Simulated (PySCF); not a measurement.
## Electronic structure of C₃H₉NOSi₂ in real space

```csv
atom,x (Å),y (Å),z (Å)
C,2.5752,-0.7303,0.4597
Si,1.6840,0.9064,0.1299
O,0.1201,0.6039,-0.2345
Si,-1.3021,-0.1555,-0.3192
C,-2.6518,0.8938,0.4929
C,-1.1576,-1.7558,0.6510
N,-1.0597,-2.7302,1.2454
H,2.5881,-1.3603,-0.4261
H,2.0816,-1.2938,1.2480
H,3.6049,-0.5681,0.7627
H,1.6474,1.7664,1.3138
H,2.1847,1.5978,-1.0581
H,-1.5243,-0.5055,-1.7212
H,-2.7554,1.8509,-0.0113
H,-2.4279,1.0964,1.5377
H,-3.6149,0.3929,0.4528
```

Geometry: GFN2-xTB.

Computed with PySCF 2.14.0, CAM-B3LYP/def2-SVPD, SCF density, gas phase.

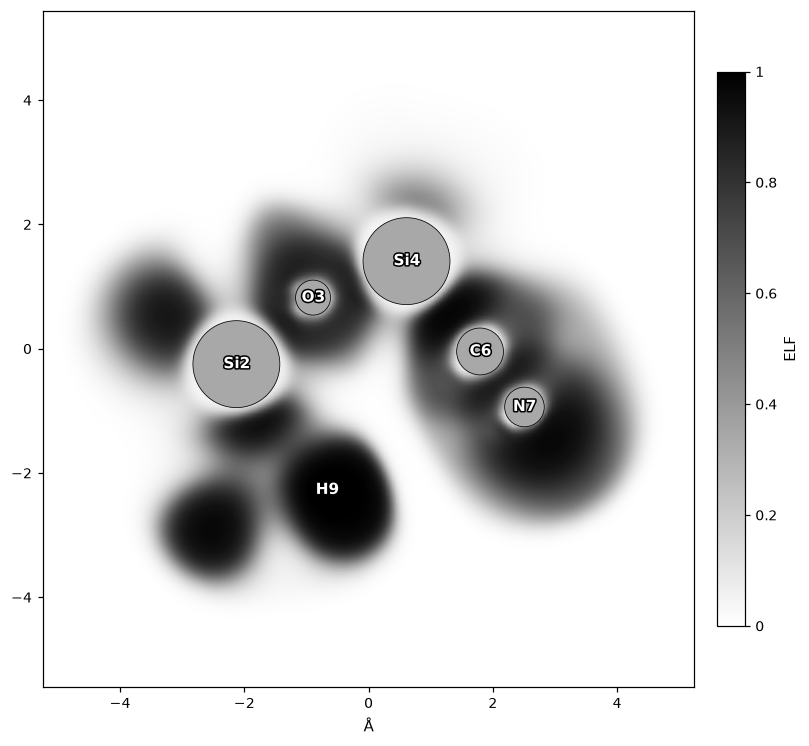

Figure 1. ELF on the plane of atoms Si2, O3 and Si4. Grey discs cover the atomic cores.

Q: Describe what can be read from this map.

A: Atoms in the plane: Si, O, C, N and H. C–N (1.15 Å): the ELF peaks at about 0.90 between the atoms: a multiple bond. Si–O (1.61 Å): the ELF peaks at about 0.85 between the atoms; a short, strongly polar bond. C–Si (1.88 Å): the ELF peaks at about 1 between the atoms (localised, covalent bonding). The ELF also peaks beside N7 and O3, away from the bonds: lone-pair regions.

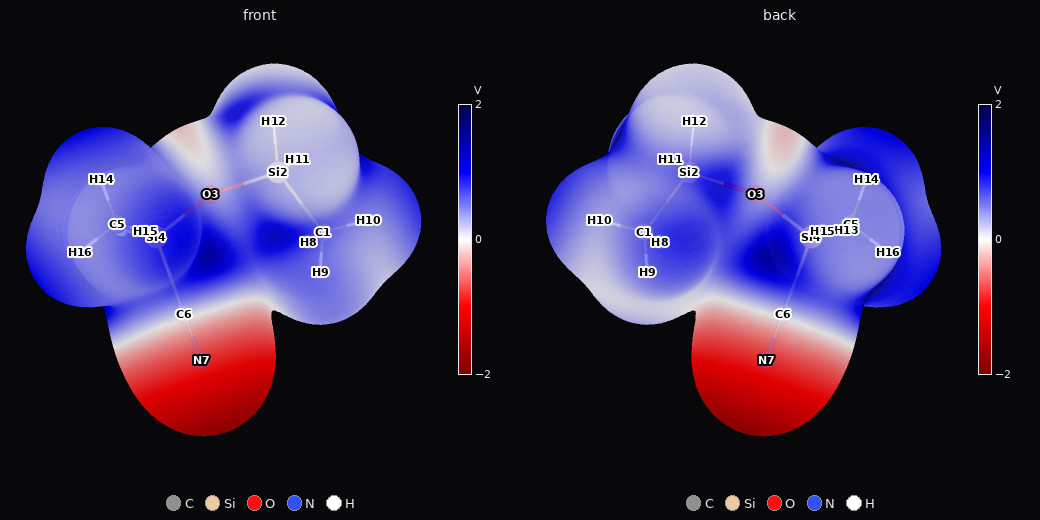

Figure 2. The molecular electrostatic potential painted on the density surface at 0.002 e/bohr³, seen from the front and from behind; red is negative and blue positive.

Q: Which sites attract a positive test charge, and which a negative one?

A: A positive charge is drawn to the negative regions and a negative charge to the positive ones. The most negative region (about −1.8 V) lies over N7, the most positive (about +1.7 V) over Si2 and Si4. N7 is the likeliest acceptor of a hydrogen bond.
